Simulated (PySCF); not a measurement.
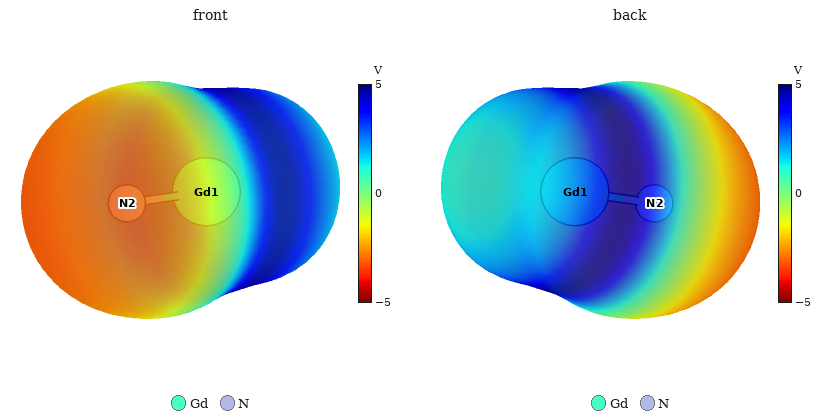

Figure 1: GdN (octet). The molecular electrostatic potential painted on the density surface at 0.002 e/bohr³, seen from the front and from behind; the colour scale runs from red (negative) to blue (positive).

These are results of PBE0/x2c-SVPall, spin-free X2C-1e, Gaussian nucleus, at a bond length of 1.756 Å in PySCF, not measurements.

Q: Where is the surface potential most negative and most positive?

A: The most negative region (about −3.2 V) lies over N2, the most positive (about +4.7 V) over Gd1. N2 is the likeliest acceptor of a hydrogen bond.
